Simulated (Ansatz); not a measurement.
# Run report: Al₂BH₅O, nudged elastic band (part 2 of 2)

The same run, continued: Al₂BH₅O, SMILES [BH2][Al]([OH])[AlH2]; RKS B3LYP-D4/def2-SVP (Ansatz 0.2.0). The run did not end well. One setting was made poor on purpose. It belongs to a series of runs on one base structure; here: band between the two ends.

Geometry of the input (Å):
```
B  -0.2505  1.9026  -1.0670
Al 0.4376  0.0607  -0.2648
O  2.0202  -0.4054  -0.7597
Al -0.9323  -1.4406  1.3720
H  -0.8937  1.9759  -2.0918
H  -0.0913  2.9612  -0.4986
H  2.4949  -1.2027  -0.5091
H  -1.7504  -2.7253  0.8822
H  -1.0345  -1.1265  2.9369
```

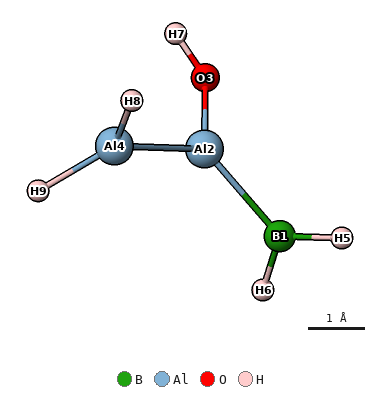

**Figure 1.** The starting structure (ball-and-stick view, seen at a tilt; atoms are numbered from 1 in the order of the input). Sticks mark near contacts.

```
Unfinished report: {"positions_ang":[[-0.15658228969585314,2.08788757637367,-1.099540558955744],[0.11203830768928448,0.18128382843153437,-0.12009818211751978],[1.5651346138075817,-0.49981522572129594,-0.6577648615288351],[-0.9876885247262436,-1.5241991690608903,1.5175768911025471],[-1.0974007378079556,2.846043440796107,-1.0575028096644485],[0.759585012408063,2.4380604445799303,-1.8131289195227622],[2.2601168929942954,-1.145503232934858,-0.7902798744481486],[-0.23880171963963134,-2.9394769917301145,1.4839545425697789],[-2.2163915750295384,-1.4442806607340812,2.536783772565131]],"unchecked":["starts","cluster_reference","orbital_swaps","neighbouring_geometries","increment"],"mean_field":{"relativity":"none","state":{"energy":{"ev":-15992.686474486414,"hartree":-587.7203877051412},"converged":true,"gradient_ev":7.20965148829037e-6,"stability":{"kind":"minimum","curvature_ev":16.06209416306504},"curvature_floor_ev":0.00030000000000000003,"spin_squared":-1.0658141036401503e-14},"others":[],"fillings":{"estimated":0,"unestimated":0,"tried":0,"untried":0,"excluded_magnetic_sites":0},"n_dropped_functions":0,"n_trapped_functions":0,"passes":{"evaluations":4,"products":24},"factors":{"origin":"Cholesky decomposition","count":917,"bound_ev":0.0004492069983884493},"gradient_stop_ev":0.00009,"reference_kind":"stationary","functional":{"name":"B3LYP","citations":["Stephens, Devlin, Chabalowski & Frisch, J. Phys. Chem. 98, 11623 (1994) doi:10.1021/j100096a001","Becke, Phys. Rev. A 38, 3098 (1988) doi:10.1103/PhysRevA.38.3098","Lee, Yang & Parr, Phys. Rev. B 37, 785 (1988) doi:10.1103/PhysRevB.37.785","Vosko, Wilk & Nusair, Can. J. Phys. 58, 1200 (1980) doi:10.1139/p80-159"],"text":"name \"B3LYP\"\ncite \"Stephens, Devlin, Chabalowski & Frisch, J. Phys. Chem. 98, 11623 (1994) doi:10.1021/j100096a001\"\ncite \"Becke, Phys. Rev. A 38, 3098 (1988) doi:10.1103/PhysRevA.38.3098\"\ncite \"Lee, Yang & Parr, Phys. Rev. B 37, 785 (1988) doi:10.1103/PhysRevB.37.785\"\ncite \"Vosko, Wilk & Nusair, Can. J. Phys. 58, 1200 (1980) doi:10.1139/p80-159\"\nparameter a0 = 0.2\nparameter ax = 0.72\nparameter ac = 0.81\nexchange = (1 - a0 - ax)*slater_x + ax*b88_x + a0*exact_x\ncorrelation = (1 - ac)*vwn_rpa_c + ac*lyp_c\n","parameters":{"a0":{"value":0.2,"default":0.2},"ac":{"value":0.81,"default":0.81},"ax":{"value":0.72,"default":0.72}},"final_grid":{"core_spheres":13.0,"valence_spheres":11.0,"degree":36.0},"final_grid_parameter_source":"default","radial_points_factor":1.0,"radial_grid_error_ev":6.729326096032238e-7,"grid_sensitivity":"normal","grid_sensitivity_ratio":0.0013437628806248659},"unsmoothed_excess_ev":-0.0002966356616185547,"symmetry":{"irreps":["A"],"axes":[[0.9999217429311348,-0.005234314102854998,-0.011362656794716385],[0.0052428702414036065,0.9999859944414898,0.0007233481158495388],[0.01135871142311775,-0.0007828644439185241,0.9999351812983023]],"occupied":[{"A":22},{"A":22}]},"held":{"pivots":917,"left_out":0,"joined":0},"density_repulsion":{"missed_ev":0.000019124051335618707,"excess_ev":0.0,"most_excess_ev":0.0001188,"are_drawn_again":false,"n_first_factors":917,"energy_change_ev":0.0,"n_dropped_ends":0}},"factors":{"origin":"Cholesky decomposition","count":917,"bound_ev":0.0004492069983884493},"n_frozen":0,"n_occupied":[22,22],"n_virtual":[67,67],"reference":{"ev":-15992.686474486414,"hartree":-587.7203877051412},"dispersion":{"energy":{"ev":-0.2327306622230877,"hartree":-0.008552694086189788},"switches_in_reach":[]},"total":{"ev":-15992.919205148637,"hartree":-587.7289403992274},"forces_ev_per_angstrom":[[-0.026513443711677232,-0.01983992629323002,0.022191970416647146],[-0.027849014681617677,0.001245674225595515,-0.019185975269981954],[0.4042350307812406,-0.06029405959914573,-0.2393368526181866],[0.011326410847426673,-0.0032535448026689475,-0.019927638477297144],[-0.03937415615696283,-0.03731733396113249,0.048986637967184644],[-0.03088931409803654,0.024642733799815443,0.03166279902252301],[-0.2595004076103966,0.05277509804378545,0.1682777475788581],[-0.0382020972600712,-0.032950933755044445,0.03699396496569271],[0.006766991889066724,0.07499229234319732,-0.029662653586104395]],"charge_distribution":{"dipole_moment_e_ang":[0.15194618055069195,0.010843376808536328,-0.09565364537125326],"mulliken_charges_e":[-0.10476710417694868,0.4394664375771793,-0.4133841340011042,0.25927396606370934,-0.01031517350850164,-0.010874028905246469,0.16716604602984686,-0.1635813466462701,-0.16298466243264675],"lowdin_charges_e":[-0.06380011328876734,0.06321029549632051,0.07587934017770337,0.23748846739296425,-0.028640985889607062,-0.017204459118559168,-0.014298405422076055,-0.12467519345681044,-0.12795894589118362]},"n_threads":1,"memory_gib":1.7045454550534487,"seconds":{"hamiltonian":3.322827735,"orbitals":0.0,"second_order":0.0,"solver_start":0.0,"cycles":0.0,"cycle":0.0,"perturbative":0.0,"full_ci_increment":0.0,"forces":0.0}}
this run last wrote the band of iteration 49 to [file]
Error: NEB band did not converge after 49 iterations: max|band force component| = 4.04e-1 eV/Å (threshold 5.0e-2); raise `neb.max_iterations` in a new run, which can start from the last band evaluated (`neb.initial_path`, with `crystal.atoms` and `neb.final_atoms` set to its first and last images), add images, or start from endpoints closer to local minima. Where this run's directory can be resumed (`checkpoint.write`), a resume goes on for up to `neb.max_iterations` more; to start a new run from the last band, take its images' positions from the `neb_iteration` event of iteration 49 (`data.images[].positions_ang`), in the event stream of the run that computed that iteration (not this run's, if it was resumed behind it). With `checkpoint.write`, `steps/00-neb/state/checkpoint.json` in the run directory holds the last saved band, under `neb.evaluated.images[].positions_ang` (a band under a hybrid functional on support functions is neither saved nor resumed: `neb.initial_path` says where its path is): check the last entry of `neb.iterations` there, which is earlier than 49 if that iteration was not saved or its write failed. If the band's step has no `state` directory and holds `state.next`, a write was cut short, and the file is under `state.next` instead (behind a loss of power it can be under `state.prev`)
this run wrote the band of iteration 49 to [file] as well, whether or not its events were kept: a new run's `neb.initial_path` can list its `images[].positions_ang`
a run's events are kept only if it was started with --events-out <file>, and are in that file
```

The last band as extended XYZ (Å, eV, eV/Å):
```
9
Properties=species:S:1:pos:R:3:forces:R:3 image=0 energy=-15993.21410
B    -0.2505    1.9026   -1.0670   -0.0023   0.0146  -0.0102
Al    0.4376    0.0607   -0.2648    0.0030  -0.0035   0.0021
O     2.0202   -0.4054   -0.7597   -0.0049   0.0028   0.0015
Al   -0.9323   -1.4406    1.3720   -0.0098  -0.0100   0.0057
H    -0.8937    1.9759   -2.0918    0.0053  -0.0006   0.0148
H    -0.0913    2.9612   -0.4986   -0.0035  -0.0110  -0.0073
H     2.4949   -1.2027   -0.5091    0.0037  -0.0021  -0.0002
H    -1.7504   -2.7253    0.8822    0.0075   0.0140   0.0059
H    -1.0345   -1.1265    2.9369    0.0011  -0.0042  -0.0122
9
Properties=species:S:1:pos:R:3:forces:R:3 image=1 energy=-15993.19314
B    -0.2215    1.9609   -1.0829   -0.0005  -0.0008   0.0119
Al    0.3501    0.1009   -0.2171    0.0144  -0.0021  -0.0069
O     1.9053   -0.3979   -0.7637    0.0154  -0.0037  -0.0059
Al   -0.9381   -1.4730    1.4260    0.0075  -0.0006  -0.0166
H    -1.0863    2.0921   -1.9209    0.0057  -0.0222  -0.0003
H     0.3172    2.9948   -0.7539   -0.0330   0.0134   0.0305
H     2.3778   -1.2095   -0.5602   -0.0141  -0.0178   0.0080
H    -1.3175   -2.9542    0.9553   -0.0129  -0.0031   0.0016
H    -1.3870   -1.1141    2.9175    0.0175   0.0370  -0.0222
9
Properties=species:S:1:pos:R:3:forces:R:3 image=2 energy=-15993.13621
B    -0.2046    2.0061   -1.0941   -0.0058  -0.0035   0.0128
Al    0.2852    0.1386   -0.1738    0.0236  -0.0050  -0.0184
O     1.8159   -0.3895   -0.7597    0.0287  -0.0060  -0.0165
Al   -0.9394   -1.4950    1.4665    0.0211  -0.0001  -0.0246
H    -1.2531    2.2865   -1.6301   -0.0070  -0.0385  -0.0097
H     0.6338    2.8796   -1.1320   -0.0369   0.0334   0.0620
H     2.2809   -1.2149   -0.5987   -0.0372  -0.0328   0.0260
H    -0.9209   -3.0504    1.0881   -0.0159  -0.0100   0.0039
H    -1.6978   -1.1610    2.8338    0.0294   0.0626  -0.0355
9
Properties=species:S:1:pos:R:3:forces:R:3 image=3 energy=-15993.06391
B    -0.1875    2.0481   -1.0988   -0.0132  -0.0026   0.0105
Al    0.2184    0.1636   -0.1504    0.0405  -0.0085  -0.0355
O     1.7319   -0.3907   -0.7527    0.0444   0.0110  -0.0412
Al   -0.9502   -1.5145    1.4894    0.0375  -0.0038  -0.0305
H    -1.2584    2.5761   -1.2899   -0.0320  -0.0405   0.0105
H     0.7718    2.6463   -1.5343   -0.0265   0.0477   0.0526
H     2.2071   -1.2156   -0.6248   -0.0639  -0.0543   0.0696
H    -0.5679   -3.0525    1.2621   -0.0218  -0.0261   0.0149
H    -1.9653   -1.2608    2.6993    0.0351   0.0771  -0.0508
9
Properties=species:S:1:pos:R:3:forces:R:3 image=4 energy=-15992.91891
B    -0.1566    2.0879   -1.0995   -0.0265  -0.0198   0.0222
Al    0.1120    0.1813   -0.1201   -0.0278   0.0012  -0.0192
O     1.5651   -0.4998   -0.6578    0.4042  -0.0603  -0.2393
Al   -0.9877   -1.5242    1.5176    0.0113  -0.0033  -0.0199
H    -1.0974    2.8460   -1.0575   -0.0394  -0.0373   0.0490
H     0.7596    2.4381   -1.8131   -0.0309   0.0246   0.0317
H     2.2601   -1.1455   -0.7903   -0.2595   0.0528   0.1683
H    -0.2388   -2.9395    1.4840   -0.0382  -0.0330   0.0370
H    -2.2164   -1.4443    2.5368    0.0068   0.0750  -0.0297
9
Properties=species:S:1:pos:R:3:forces:R:3 image=5 energy=-15993.04374
B    -0.1545    2.0844   -1.0560   -0.0136  -0.0028   0.0049
Al    0.1805    0.1537   -0.1717    0.0500  -0.0118  -0.0483
O     1.6604   -0.4367   -0.8180    0.0501   0.0476  -0.0556
Al   -0.9560   -1.5213    1.4928    0.0346  -0.0066  -0.0346
H    -0.8786    2.9819   -0.6942   -0.0119  -0.0235   0.0657
H     0.4851    2.3043   -2.0612   -0.0550   0.0244  -0.0169
H     2.1421   -1.2600   -0.7100   -0.0616  -0.0628   0.1149
H    -0.3181   -2.9894    1.4936   -0.0219  -0.0314   0.0255
H    -2.1609   -1.3167    2.5247    0.0293   0.0669  -0.0554
9
Properties=species:S:1:pos:R:3:forces:R:3 image=6 energy=-15993.11644
B    -0.1463    2.0683   -1.0159   -0.0097  -0.0036  -0.0035
Al    0.2419    0.1267   -0.2091    0.0220  -0.0049  -0.0299
O     1.7094   -0.4683   -0.8848    0.0400  -0.0010  -0.0085
Al   -0.9381   -1.5017    1.4714    0.0193  -0.0032  -0.0270
H    -0.5048    3.0602   -0.4239    0.0249  -0.0155   0.0516
H     0.0251    2.2180   -2.2055   -0.0791   0.0183  -0.0211
H     2.1378   -1.3174   -0.7454   -0.0216  -0.0177   0.0685
H    -0.4461   -3.0245    1.4747   -0.0156  -0.0154   0.0119
H    -2.0788   -1.1615    2.5385    0.0198   0.0431  -0.0419
9
Properties=species:S:1:pos:R:3:forces:R:3 image=7 energy=-15993.18028
B    -0.1485    2.0402   -0.9815   -0.0081  -0.0041  -0.0043
Al    0.3147    0.0957   -0.2521    0.0118  -0.0032  -0.0175
O     1.7702   -0.5120   -0.9429    0.0234  -0.0021   0.0020
Al   -0.9225   -1.4693    1.4461    0.0092   0.0003  -0.0154
H    -0.1060    3.0594   -0.3293    0.0240  -0.0142   0.0182
H    -0.4914    2.1961   -2.1327   -0.0584   0.0136   0.0038
H     2.1659   -1.3759   -0.7958   -0.0030  -0.0092   0.0342
H    -0.5981   -3.0361    1.4449   -0.0097  -0.0043   0.0030
H    -1.9843   -0.9980    2.5434    0.0108   0.0232  -0.0239
9
Properties=species:S:1:pos:R:3:forces:R:3 image=8 energy=-15993.20707
B    -0.1732    1.9953   -0.9468   -0.0022  -0.0045  -0.0052
Al    0.3970    0.0487   -0.3212    0.0066   0.0024   0.0035
O     1.8612   -0.5571   -0.9960   -0.0067   0.0005   0.0017
Al   -0.9078   -1.4292    1.4004   -0.0089   0.0073  -0.0049
H     0.1855    2.9935   -0.3612   -0.0022   0.0000  -0.0007
H    -0.9351    2.2021   -1.8662    0.0046  -0.0029   0.0067
H     2.2387   -1.4252   -0.8251    0.0025   0.0017  -0.0014
H    -0.7918   -3.0245    1.4065   -0.0043   0.0056   0.0046
H    -1.8744   -0.8037    2.5096    0.0106  -0.0100  -0.0044
```

Outcome:

- outcome: not converged
- barrier, forward (band not converged): 0.295 eV
- barrier, backward: 0.288 eV
- hardware: 1 thread of Arm Neoverse V1, 24 GiB of memory available, shared host
- wall time: 18 min
- peak memory: 0.18 GiB

What went wrong:

The run did not converge: “NEB band did not converge after 49 iterations: max|band force component| = 4.04e-1 eV/Å (threshold 5.0e-2); raise `neb.max_iterations` in a new run, which can start from the last band evaluated (`neb.initial_path`, with `crystal.atoms` and `neb.final_atoms` set to its first and last images), add images, or start from endpoints closer to local minima …” Its last values are not results. A deliberately poor setting: step length.
